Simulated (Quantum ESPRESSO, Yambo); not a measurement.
# CdTe (F-43m): G0W0 in Yambo against the bands

Wanted: the cheapest bands that holds the gap of CdTe (F-43m).

Calculated with Yambo 5.3.0; PBE and many-body steps on it, plane waves.

### 1. Set-up

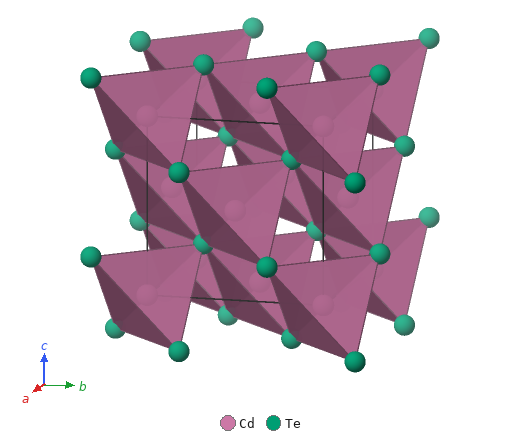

Start, viewed slightly off an axis; cadmium pink, tellurium teal. This picture shows the conventional cell, with its axes. Some periodic images of atoms are drawn too.

As a file:

```
Cd Te
1.0
     0.00000    3.24000    3.24000
     3.24000    0.00000    3.24000
     3.24000    3.24000    0.00000
Cd Te
1 1
Direct
  0.00000 0.00000 0.00000
  0.25000 0.25000 0.25000
```

The cell and positions come from the Crystallography Open Database and are kept as given unless a step says otherwise. Spin-orbit coupling is left out unless a step names it.

### 2. 38 bands

This step: Yambo 5.3.0; G0W0 on PBE, plane waves, norm-conserving pseudopotentials.

G0W0 replaces the xc potential by the self-energy, built once from these orbitals. Only a window of levels is corrected, while the sums run over the empty bands that the input names.

The input, gw1.in:

```
HF_and_locXC
gw0
dyson
ppa
em1d
rim_cut
RandQpts= 1000000
RandGvec= 1 RL
EXXRLvcs= 94 Ry
VXCRLvcs= 376 Ry
Chimod= "HARTREE"
% BndsRnXp
 1 | 38 |
%
NGsBlkXp= 11 Ry
% LongDrXp
 1 | 1 | 1 |
%
% GbndRnge
 1 | 38 |
%
DysSolver= "n"
ExtendOut
PPAPntXp= 27.21138 eV
% QPkrange
 1 | 1 | 21 | 24 |
%
```

Launch:

```
OMP_NUM_THREADS=1 mpirun -n 4 yambo -F gw1.in -J gw1 -C gw1 > gw1.log
```

The program printed:

```text
 Yambo, version 5.3.0

 [02] CORE Variables Setup
 =========================

  [... cell, symmetries and grids as in the set-up ...]

  [02.05] Energies & Occupations
  ==============================

  [X] === General ===
  [X] Electronic Temperature                        :  0.000000  0.000000 [eV K]
  [X] Bosonic    Temperature                        :  0.000000  0.000000 [eV K]
  [X] Finite Temperature mode                       : no
  [X] El. density                                   :  0.64683E+24 [cm-3]
  [X] Fermi Level                                   :  8.269562 [eV]

  [X] === Gaps and Widths ===
  [X] Conduction Band Min                           :  0.770493 [eV]
  [X] Valence Band Max                              :  0.000000 [eV]
  [X] Filled Bands                                  :  22
  [X] Empty Bands                                   :   23  305
  [X] Direct Gap                                    :  0.770493 [eV]
  [X] Direct Gap localized at k                     :  1
  [X] Indirect Gap                                  :  0.770493 [eV]
  [X] Indirect Gap between kpts                     :  1  1
  [X] Last valence band width                       :  2.192418 [eV]
  [X] 1st conduction band width                     :  3.488558 [eV]

 [03] Transferred momenta grid and indexing
 ==========================================

 IBZ Q-points                                      :   8
 BZ  Q-points                                      :   64

 K/Q-points units:
 rlu = crystal or reduced units; cc = cartesian coordinates; iku = interal k-units

 Q [1]          [rlu]:  0.000000  0.000000  0.000000
 Q [2]          [rlu]: -0.71308E-17 -0.71308E-17  0.25000
 Q [3]          [rlu]:  0.14262E-16  0.14262E-16 -0.50000
 Q [4]          [rlu]: -0.21313E-17  0.25000      0.25000
 Q [5]          [rlu]: -0.78397E-17  0.25000      0.50000
 Q [6]          [rlu]:  0.14262E-16  0.25000     -0.25000
 Q [7]          [rlu]:  0.42627E-17 -0.50000     -0.50000
 Q [8]          [rlu]:  0.250000 -0.500000 -0.250000

 [04] Coloumb potential Random Integration (RIM)
 ===============================================

  [04.01] RIM initialization
  ==========================

  * Diagonal components only detected *

  8 x (sBL volume)        :  0.067544 [a.u.]
  sBZ random points       :  1000000
  Points outside the sBZ  :   7968281
  RL volume               :  0.540354 [a.u.]
  Integrated volume       :  0.542504 [a.u.]

  [04.02] RIM integrals
  =====================

  Gamma point sphere radius             :  0.073872 [a.u.]
  Points outside the sphere             :   800476
  [Int_sBZ(q=0) 1/q^2]*(Vol_sBZ)^(-1/3) =:  7.776341
                                 should be <:  7.795600

  Summary of Coulomb integrals for non-metallic bands |Q|[au] RIM/Bare

  Q [1] 0.100000E-4 0.997530 * Q [2] 0.222181 1.068569
  Q [4] 0.256552 1.068679 * Q [6] 0.362820 1.030574
  Q [5] 0.425444 1.023203 * Q [3] 0.444362 1.020753
  Q [7] 0.513105 1.016896 * Q [8] 0.573668 1.013852

 [WARNING] [Xp] User bands 1-38 break level degeneracy

 [05] Dipoles
 ============

  [05.01] Setup: observables and procedures
  =========================================

 [06] Dynamic Dielectric Matrix (PPA)
 ====================================

 [WR./gw1//ndb.pp]---------------------------------------------------------------
  Brillouin Zone Q/K grids (IBZ/BZ)                :    8   64    8   64
  RL vectors                                       :   8363 [WF]
  Coulomb cutoff potential                         : none
  Electronic Temperature                           :  0.000000 [K]
  Bosonic    Temperature                           :  0.000000 [K]
  PPA    diel. fun.  energies                      : Perdew, Burke & Ernzerhof(X)+Perdew, Burke & Ernzerhof(C)
  wavefunctions                                    : Perdew, Burke & Ernzerhof(X)+Perdew, Burke & Ernzerhof(C)
  Global Gauge                                     : length
  X matrix size                                    :  307
  X band range                                     :    1   38
  X e/h energy range                               : -1.000000 -1.000000 [eV]
  X Time ordering                                  : R
  X Hxc Kernel                                     : HARTREE
  X Drude frequency                                :  0.000000  0.000000
  X poles                                          :  100.0000 [o/o]
  RL vectors in the sum                            :   8363
  [r,Vnl] included                                 : yes
  Field direction                                  :  0.577350E-5  0.577350E-5  0.577350E-5
  BZ energy Double Grid                            : no
  BZ energy DbGd points                            : 0
  BZ Q point size factor                           : -1.000000
  X Optical Averaged directions                    : none

 [07] Local Exchange-Correlation + Non-Local Fock
 ================================================

 [VXC] Plane waves :   56833
 [EXS] Plane waves :   7239

 QP @ state[ 1 ] K range:  1  1
 QP @ state[ 1 ] b range:  21  24

 [xc] Functional : Perdew, Burke & Ernzerhof(X)+Perdew, Burke & Ernzerhof(C)
 [xc] LIBXC used to calculate xc functional
  PP Number of Atomic Species                      :  2
  NLCC RL compoments                               :   56833
  PP Number of Atomic Species                      :  2
  NLCC RL compoments                               :   56833

 [xc] E_xc :  -35.75596 [Ha]
      E_xc :  -71.51193 [Ry]

  Local XC kind (lXC) : Perdew, Burke & Ernzerhof(X)+Perdew, Burke & Ernzerhof(C)
  Non-Local XC kind (nlXC) : Hartree-Fock

  Corrections @ K [1] :  [eV]
 <21|nlXC|21> = -16.37050  0.65059E-17 <21|lXC|21> = -14.42006 -0.18882E-15
 <22|nlXC|22> = -16.37052  0.24658E-17 <22|lXC|22> = -14.42006  0.37763E-15
 <23|nlXC|23> = -8.185957 -0.13120E-17 <23|lXC|23> = -11.98125 -0.13484E-20
 <24|nlXC|24> = -5.957498  0.75232E-18 <24|lXC|24> = -10.13165  0.18880E-15

 [08] Dyson equation: Newton solver
 ==================================

  [08.01] G0W0 (W PPA)
  ====================

  [  GW  ] Bands range     :    1   38
  [GW/PPA] G damping       :  0.100000 [eV]

  QP @ state[ 1 ] K range:  1  1
  QP @ state[ 1 ] b range:  21  24

   Sc/G bands                                       :    1   38
   Sc/G damping                                     :  0.100000 ev
   Sc bands terminator                              : no
   Sx RL components                                 :   7239

   QP @ state[ 1 ] K range                          :  1  1
   QP @ state[ 1 ] b range                          :  21  24
   GF energies kind                                 : Perdew, Burke & Ernzerhof(X)+Perdew, Burke & Ernzerhof(C)
   GF WF`s kind                                     : Perdew, Burke & Ernzerhof(X)+Perdew, Burke & Ernzerhof(C)
   Xs energies kind                                 : Perdew, Burke & Ernzerhof(X)+Perdew, Burke & Ernzerhof(C)
   Xs WF`s kind                                     : Perdew, Burke & Ernzerhof(X)+Perdew, Burke & Ernzerhof(C)

 [11] Game Over & Game summary
```

It took 51 s on 4 MPI ranks of Arm Neoverse V1, shared host; peak memory 2.3 GiB.

This step gave:

```yaml
g0w0_gap_on_the_points_computed: 1.639 eV
starting_gap_on_the_mesh: 0.7705 eV
k_of_the_valence_top: 0, 0, 0
k_of_the_conduction_bottom: 0, 0, 0
least_direct_g0w0_gap_on_the_computed_points: 1.639 eV
z_at_the_valence_top: 0.7954
z_at_the_conduction_bottom: 0.8110
```

The gap on the mesh goes from 0.77 eV to 1.64 eV, a correction of +0.87 eV.

### 3. 57 bands

The input, gw2.in:

```
HF_and_locXC
gw0
dyson
ppa
em1d
rim_cut
RandQpts= 1000000
RandGvec= 1 RL
EXXRLvcs= 94 Ry
VXCRLvcs= 376 Ry
Chimod= "HARTREE"
% BndsRnXp
 1 | 57 |
%
NGsBlkXp= 11 Ry
% LongDrXp
 1 | 1 | 1 |
%
% GbndRnge
 1 | 57 |
%
DysSolver= "n"
ExtendOut
PPAPntXp= 27.21138 eV
% QPkrange
 1 | 1 | 21 | 24 |
%
```

Launch:

```
OMP_NUM_THREADS=1 mpirun -n 4 yambo -F gw2.in -J gw2 -C gw2 > gw2.log
```

The program printed:

```text
 Yambo, version 5.3.0

 [02] CORE Variables Setup
 =========================

  [... cell, symmetries and grids as in the set-up ...]

  [02.05] Energies & Occupations
  ==============================

  [X] === General ===
  [X] Electronic Temperature                        :  0.000000  0.000000 [eV K]
  [X] Bosonic    Temperature                        :  0.000000  0.000000 [eV K]
  [X] Finite Temperature mode                       : no
  [X] El. density                                   :  0.64683E+24 [cm-3]
  [X] Fermi Level                                   :  8.269562 [eV]

  [X] === Gaps and Widths ===
  [X] Conduction Band Min                           :  0.770493 [eV]
  [X] Valence Band Max                              :  0.000000 [eV]
  [X] Filled Bands                                  :  22
  [X] Empty Bands                                   :   23  305
  [X] Direct Gap                                    :  0.770493 [eV]
  [X] Direct Gap localized at k                     :  1
  [X] Indirect Gap                                  :  0.770493 [eV]
  [X] Indirect Gap between kpts                     :  1  1
  [X] Last valence band width                       :  2.192418 [eV]
  [X] 1st conduction band width                     :  3.488558 [eV]

 [03] Transferred momenta grid and indexing
 ==========================================

 IBZ Q-points                                      :   8
 BZ  Q-points                                      :   64

 K/Q-points units:
 rlu = crystal or reduced units; cc = cartesian coordinates; iku = interal k-units

 Q [1]          [rlu]:  0.000000  0.000000  0.000000
 Q [2]          [rlu]: -0.71308E-17 -0.71308E-17  0.25000
 Q [3]          [rlu]:  0.14262E-16  0.14262E-16 -0.50000
[...]
================================================

 [VXC] Plane waves :   56833
 [EXS] Plane waves :   7239

 QP @ state[ 1 ] K range:  1  1
 QP @ state[ 1 ] b range:  21  24

 [xc] Functional : Perdew, Burke & Ernzerhof(X)+Perdew, Burke & Ernzerhof(C)
 [xc] LIBXC used to calculate xc functional
  PP Number of Atomic Species                      :  2
  NLCC RL compoments                               :   56833
  PP Number of Atomic Species                      :  2
  NLCC RL compoments                               :   56833

 [xc] E_xc :  -35.75596 [Ha]
      E_xc :  -71.51193 [Ry]

  Local XC kind (lXC) : Perdew, Burke & Ernzerhof(X)+Perdew, Burke & Ernzerhof(C)
  Non-Local XC kind (nlXC) : Hartree-Fock

  Corrections @ K [1] :  [eV]
 <21|nlXC|21> = -16.37050  0.65059E-17 <21|lXC|21> = -14.42006 -0.18882E-15
 <22|nlXC|22> = -16.37052  0.24658E-17 <22|lXC|22> = -14.42006  0.37763E-15
 <23|nlXC|23> = -8.185957 -0.13120E-17 <23|lXC|23> = -11.98125 -0.13484E-20
 <24|nlXC|24> = -5.957498  0.75232E-18 <24|lXC|24> = -10.13165  0.18880E-15

 [08] Dyson equation: Newton solver
 ==================================

  [08.01] G0W0 (W PPA)
  ====================

  [  GW  ] Bands range     :    1   57
  [GW/PPA] G damping       :  0.100000 [eV]

  QP @ state[ 1 ] K range:  1  1
  QP @ state[ 1 ] b range:  21  24

   Sc/G bands                                       :    1   57
   Sc/G damping                                     :  0.100000 ev
   Sc bands terminator                              : no
   Sx RL components                                 :   7239

   QP @ state[ 1 ] K range                          :  1  1
   QP @ state[ 1 ] b range                          :  21  24
   GF energies kind                                 : Perdew, Burke & Ernzerhof(X)+Perdew, Burke & Ernzerhof(C)
   GF WF`s kind                                     : Perdew, Burke & Ernzerhof(X)+Perdew, Burke & Ernzerhof(C)
   Xs energies kind                                 : Perdew, Burke & Ernzerhof(X)+Perdew, Burke & Ernzerhof(C)
   Xs WF`s kind                                     : Perdew, Burke & Ernzerhof(X)+Perdew, Burke & Ernzerhof(C)

 [11] Game Over & Game summary
```

It took 92 s on 4 MPI ranks; peak memory 2.3 GiB; 6 min of CPU time.

Numbers from this step:

```
G0W0 gap on the points computed              : 1.599 eV
starting gap on the mesh                     : 0.7705 eV
k of the valence top                         : 0, 0, 0
k of the conduction bottom                   : 0, 0, 0
least direct G0W0 gap on the computed points : 1.599 eV
Z at the valence top                         : 0.7966
Z at the conduction bottom                   : 0.8115
```

Against the run before, the gap moves by −0.041 eV.

### 4. 93 bands

The input, gw3.in:

```
HF_and_locXC
gw0
dyson
ppa
em1d
rim_cut
RandQpts= 1000000
RandGvec= 1 RL
EXXRLvcs= 94 Ry
VXCRLvcs= 376 Ry
Chimod= "HARTREE"
% BndsRnXp
 1 | 93 |
%
NGsBlkXp= 11 Ry
% LongDrXp
 1 | 1 | 1 |
%
% GbndRnge
 1 | 93 |
%
DysSolver= "n"
ExtendOut
PPAPntXp= 27.21138 eV
% QPkrange
 1 | 1 | 21 | 24 |
%
```

Launch:

```
OMP_NUM_THREADS=1 mpirun -n 4 yambo -F gw3.in -J gw3 -C gw3 > gw3.log
```

The program printed:

```text
 Yambo, version 5.3.0

 [02] CORE Variables Setup
 =========================

  [... cell, symmetries and grids as in the set-up ...]

  [02.05] Energies & Occupations
  ==============================

  [X] === General ===
  [X] Electronic Temperature                        :  0.000000  0.000000 [eV K]
  [X] Bosonic    Temperature                        :  0.000000  0.000000 [eV K]
  [X] Finite Temperature mode                       : no
  [X] El. density                                   :  0.64683E+24 [cm-3]
[...]
Sx RL components                                 :   7239

   QP @ state[ 1 ] K range                          :  1  1
   QP @ state[ 1 ] b range                          :  21  24
   GF energies kind                                 : Perdew, Burke & Ernzerhof(X)+Perdew, Burke & Ernzerhof(C)
   GF WF`s kind                                     : Perdew, Burke & Ernzerhof(X)+Perdew, Burke & Ernzerhof(C)
   Xs energies kind                                 : Perdew, Burke & Ernzerhof(X)+Perdew, Burke & Ernzerhof(C)
   Xs WF`s kind                                     : Perdew, Burke & Ernzerhof(X)+Perdew, Burke & Ernzerhof(C)

 [11] Game Over & Game summary
```

The job ended after 2.8 min (4 MPI ranks; peak memory 2.4 GiB).

This step gave:

```
G0W0 gap on the points computed              : 1.525 eV
starting gap on the mesh                     : 0.7705 eV
k of the valence top                         : 0, 0, 0
k of the conduction bottom                   : 0, 0, 0
least direct G0W0 gap on the computed points : 1.525 eV
```

Against the run before, the gap moves by −0.074 eV.

(Continued in part 2 of 2.)

[Paths, hosts, dates, memory and timing lines, banners, echoed tables and standing remarks are left out of the program output.]

[Logs are printed without paths, hosts, clocks, repeated set-up lines and the standing remarks that a program may print on its own settings, such as how far it seeks lower states.]

[Runs of the session that timed out or met a known fault of the program may be left out.]

[Hosts, paths, dates, database ids (printed as entryN), source tags and the programs' standing remarks are cut or masked in the printed files.]
